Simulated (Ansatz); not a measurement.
# doublet C2H5Al− at 6 levels

Aim: a comparison of 6 runs (UHF/3-21G, UHF/def2-SVPD, UB2PLYP/def2-SVPD, UBHLYP/def2-SVPD, UMP2/def2-SVPD, UCCSD(T)/def2-SVPD) of doublet C2H5Al−. 

The calculation is run with Ansatz 0.2.0.

33 further runs of the same task are left out: 33 set aside as unsound or not needed.

### Step 1. The structure to begin with

C2H5Al− has 8 atoms, charge -1, and is taken as a doublet. As SMILES of the parent species, `C=[CH][AlH2]`. Geometry: relaxed at PBE0-D4/def2-TZVP. That shape belongs to the parent species and isn't relaxed for this state.

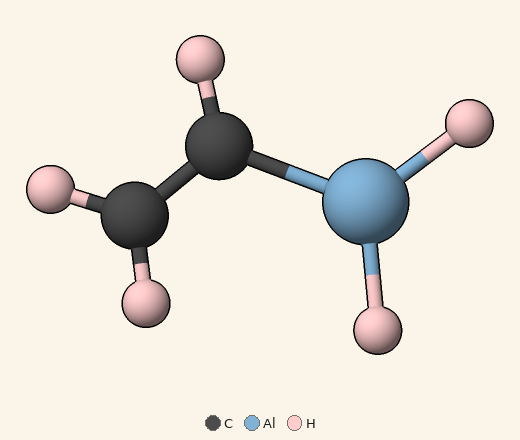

Viewed from a chosen angle; carbon dark grey, aluminium light blue, hydrogen pink.

### Step 2. A single-point energy at UHF/3-21G (run 1)

File run.yaml:

```yaml
crystal:
  periodic: [false, false, false]
  atoms:
    - {symbol: C, position_ang: [-1.029900, 0.829200, -0.357000]}
    - {symbol: C, position_ang: [0.199000, 0.651000, 0.138100]}
    - {symbol: Al, position_ang: [0.930800, -1.139300, 0.262000]}
    - {symbol: H, position_ang: [-1.636900, -0.008600, -0.695500]}
    - {symbol: H, position_ang: [-1.495000, 1.809300, -0.451900]}
    - {symbol: H, position_ang: [0.735600, 1.546100, 0.452700]}
    - {symbol: H, position_ang: [2.384000, -1.417900, 0.837700]}
    - {symbol: H, position_ang: [0.004400, -2.327000, -0.241900]}
basis:
  gaussian: {orbitals: 3-21G.json}
total_charge: -1
magnetization: {spin_polarized: true, initial_magnetization: 1}
hamiltonian: {xc: hf}
accuracy: high
output: {orbitals: {seedname: orbitals}}
```

The basis set 3-21G is read from a file made from the Basis Set Exchange's data (not shown).

The run is started by

```bash
$ ansatz run run.yaml --threads 1 --pin off --max-ram 3480MiB --events-out events.jsonl --progress --plain --runs-dir runs
```

Log:

```text
Warning: RAYON_NUM_THREADS=1 ignored (pool sized by the plan → 1); use --threads N
Functional definition: HF
  name "HF"
  exchange = exact_x
  correlation = 0
959 factors; integrals over basis functions are off by at most 3.8e-9 eV
mean field evaluation 1: about -8671.3141 eV, gradient 1.2e1 eV
mean field evaluation 2: about -8671.5623 eV, gradient 1.2e1 eV
mean field evaluation 4: about -8672.9272 eV, gradient 1.9e0 eV
mean field evaluation 8: about -8673.0236 eV, gradient 5.4e-1 eV
mean field evaluation 16: about -8673.0584 eV, gradient 1.4e-8 eV
mean field -8673.05842614 eV, -318.7290183506 hartree, gradient 1.5e-8 eV, S^2 0.912020; 0 other end points of the search recorded, 0 dependent functions left out
reference -8673.05842614 eV, -318.7290183506 hartree; 16, 15 occupied and 25, 26 virtual orbitals, 959 factors
Total energy: -8673.05842614 eV, -318.7290183506 hartree
```

Run time: 0.5 s. Hardware: 1 thread of Arm Neoverse V2, shared host; peak memory 0.097 GiB.

### Step 3. A single-point energy at UHF/def2-SVPD (run 2)

Edit run.yaml of step 2 so:

```diff
@@ -12,6 +12,10 @@
 basis:
-  gaussian: {orbitals: 3-21G.json}
+  gaussian:
+    orbitals: def2-SVPD
 total_charge: -1
-magnetization: {spin_polarized: true, initial_magnetization: 1}
-hamiltonian: {xc: hf}
+magnetization:
+  spin_polarized: true
+  initial_magnetization: 1
+hamiltonian:
+  xc: hf
 accuracy: high
```

The run is started by

```bash
$ ansatz run run.yaml --threads 1 --pin off --max-ram 3480MiB --events-out events.jsonl --progress --plain --runs-dir runs
```

Log:

```text
Warning: RAYON_NUM_THREADS=1 ignored (pool sized by the plan → 1); use --threads N
[... 4 set-up lines as earlier in the session ...]
2109 factors; integrals over basis functions are off by at most 3.5e-9 eV
mean field evaluation 1: about -8715.9736 eV, gradient 1.2e1 eV
mean field evaluation 2: about -8715.9764 eV, gradient 1.2e1 eV
mean field evaluation 4: about -8717.5595 eV, gradient 1.7e0 eV
mean field evaluation 8: about -8717.6517 eV, gradient 2.8e-1 eV
mean field evaluation 16: about -8717.6604 eV, gradient 2.3e-8 eV
mean field evaluation 32: about -8713.4548 eV, gradient 1.4e1 eV
mean field evaluation 64: about -8717.6533 eV, gradient 1.8e-1 eV
mean field -8717.66041147 eV, -320.3681110791 hartree, gradient 2.3e-8 eV, S^2 0.872051; 2 other end points of the search recorded, 0 dependent functions left out
reference -8717.66041147 eV, -320.3681110791 hartree; 16, 15 occupied and 88, 89 virtual orbitals, 2109 factors
Total energy: -8717.66041147 eV, -320.3681110791 hartree
```

Run time: 6.9 s. Hardware: 1 thread of Arm Neoverse V2, shared host; peak memory 0.33 GiB.

Runs 3 to 4 aren't shown in full; the table further down has their settings and results.

### Step 4. The energy at UMP2/def2-SVPD (run 5)

File molecule.yaml:

```yaml
crystal:
  periodic: [false, false, false]
  atoms:
    - {symbol: C, position_ang: [-1.029900, 0.829200, -0.357000]}
    - {symbol: C, position_ang: [0.199000, 0.651000, 0.138100]}
    - {symbol: Al, position_ang: [0.930800, -1.139300, 0.262000]}
    - {symbol: H, position_ang: [-1.636900, -0.008600, -0.695500]}
    - {symbol: H, position_ang: [-1.495000, 1.809300, -0.451900]}
    - {symbol: H, position_ang: [0.735600, 1.546100, 0.452700]}
    - {symbol: H, position_ang: [2.384000, -1.417900, 0.837700]}
    - {symbol: H, position_ang: [0.004400, -2.327000, -0.241900]}
basis:
  gaussian:
    orbitals: def2-SVPD
total_charge: -1
magnetization:
  spin_polarized: true
  initial_magnetization: 1
correlation:
  method: mp2
  frozen_orbitals: {Al: 5, C: 1, H: 0}
accuracy: high
```

The run is started by

```bash
$ ansatz run molecule.yaml --threads 1 --pin off --max-ram 3480MiB --events-out events.jsonl --progress --plain --runs-dir runs
```

Log:

```text
Warning: RAYON_NUM_THREADS=1 ignored (pool sized by the plan → 1); use --threads N
[... 4 set-up lines as earlier in the session ...]
2109 factors; integrals over basis functions are off by at most 3.5e-9 eV
mean field evaluation 1: about -8715.9736 eV, gradient 1.2e1 eV
mean field evaluation 2: about -8715.9764 eV, gradient 1.2e1 eV
mean field evaluation 4: about -8717.5595 eV, gradient 1.7e0 eV
mean field evaluation 8: about -8717.6517 eV, gradient 2.8e-1 eV
mean field evaluation 16: about -8717.6604 eV, gradient 2.3e-8 eV
mean field evaluation 32: about -8717.6578 eV, gradient 4.2e-1 eV
mean field -8717.66041147 eV, -320.3681110791 hartree, gradient 2.3e-8 eV, S^2 0.872051; 4 other end points of the search recorded, 0 dependent functions left out
7 core orbitals not correlated: weight in the atoms' cores, before any rotation towards them, 1.000 or more for the frozen orbitals, at most 0.000 for the correlated occupied ones
reference -8717.66041147 eV, -320.3681110791 hartree; 9, 8 occupied and 88, 89 virtual orbitals, 2109 factors
second order -9.76217903 eV of doubles, -0.00000000 eV of singles
Total energy: -8727.42259050 eV, -320.7268645415 hartree
```

It took 6.6 s on 1 thread of Arm Neoverse V2, shared host; peak memory 0.33 GiB.

### Step 5. A single-point energy at UCCSD(T)/def2-SVPD (run 6)

File in.yaml:

```yaml
crystal:
  periodic: [false, false, false]
  atoms:
    - {symbol: C, position_ang: [-1.029900, 0.829200, -0.357000]}
    - {symbol: C, position_ang: [0.199000, 0.651000, 0.138100]}
    - {symbol: Al, position_ang: [0.930800, -1.139300, 0.262000]}
    - {symbol: H, position_ang: [-1.636900, -0.008600, -0.695500]}
    - {symbol: H, position_ang: [-1.495000, 1.809300, -0.451900]}
    - {symbol: H, position_ang: [0.735600, 1.546100, 0.452700]}
    - {symbol: H, position_ang: [2.384000, -1.417900, 0.837700]}
    - {symbol: H, position_ang: [0.004400, -2.327000, -0.241900]}
basis:
  gaussian: {orbitals: def2-SVPD}
magnetization: {spin_polarized: true, initial_magnetization: 1}
scf: {omitted_lower_state_checks: [cluster_reference, increment]}
accuracy: high
correlation: {method: ccsd_t, frozen_orbitals: {Al: 5, C: 1, H: 0}}
total_charge: -1
```

The run is started by

```bash
$ ansatz run in.yaml --threads 1 --pin off --max-ram 3480MiB --events-out events.jsonl --progress --plain --runs-dir runs
```

Log, shortened:

```text
Warning: RAYON_NUM_THREADS=1 ignored (pool sized by the plan → 1); use --threads N
[... 2 set-up lines as earlier in the session ...]
[...]
2109 factors; integrals over basis functions are off by at most 3.5e-9 eV
[...]
mean field -8717.66041147 eV, -320.3681110791 hartree, gradient 2.3e-8 eV, S^2 0.872051; 4 other end points of the search recorded, 0 dependent functions left out
7 core orbitals not correlated: weight in the atoms' cores, before any rotation towards them, 1.000 or more for the frozen orbitals, at most 0.000 for the correlated occupied ones
reference -8717.66041147 eV, -320.3681110791 hartree; 9, 8 occupied and 88, 89 virtual orbitals, 2109 factors
second order -9.76217903 eV of doubles, -0.00000000 eV of singles
cycle   1  -10.53365466 eV  change   -7.7e-1 eV  update   9.4e-2
[...]
cycle  25  -11.06246154 eV  change  -9.3e-11 eV  update   2.0e-9
perturbative correction -0.42382228 eV, -0.0155751817 hartree
Total energy: -8729.14669530 eV, -320.7902242241 hartree
Checks for a lower state left out: cluster_reference, increment
```

Run time: 67 s. Hardware: 1 thread of Arm Neoverse V2, shared host; peak memory 1.5 GiB.

### Step 6. Overview of the runs

| run | level | frozen core orbitals | energy (Eh) | HOMO energy (eV) | LUMO energy (eV) | ⟨S²⟩ | wall time |
| --- | --- | --- | --- | --- | --- | --- | --- |
| 1 | UHF/3-21G | – | -318.729018 | 0.31 | 7.73 | 0.912 | 0.5 s |
| 2 | UHF/def2-SVPD | – | -320.368111 | 0.22 | 5.30 | 0.872 | 6.9 s |
| 3 | UB2PLYP/def2-SVPD | 7 | -321.252913 | 1.28 | 4.56 | 0.777 | 16 s |
| 4 | UBHLYP/def2-SVPD | – | -321.414348 | 1.26 | 4.48 | 0.770 | 14 s |
| 5 | UMP2/def2-SVPD | 7 | -320.726865 | – | – | 0.872 | 6.6 s |
| 6 | UCCSD(T)/def2-SVPD | 7 | -320.790224 | – | – | 0.872 | 67 s |

### Step 7. Results

| quantity | value |
| --- | --- |
| run 6: total energy | -320.79022 Eh |
| run 6: correlation energy (7 core orbitals frozen) | -422.1 mEh |
| run 6: (T) correction | -15.58 mEh |
| run 6: ⟨S²⟩ of the reference determinant | 0.872 |
| run 6: T1 diagnostic | 0.028 |

Below the UHF energy at the same shape and in the same basis (def2-SVPD): UMP2 -358.8 mEh; UCCSD(T) -422.1 mEh. Totals of different functionals can't be ranked against each other. In runs 1, 2, 3, 4 the HOMO lies above zero, so the outermost electron may be held by the basis alone. Spin contamination of the reference: run 1 ⟨S²⟩ = 0.91, run 2 ⟨S²⟩ = 0.87, run 5 ⟨S²⟩ = 0.87, run 6 ⟨S²⟩ = 0.87. All runs together took 1.9 min, the longest 67 s.
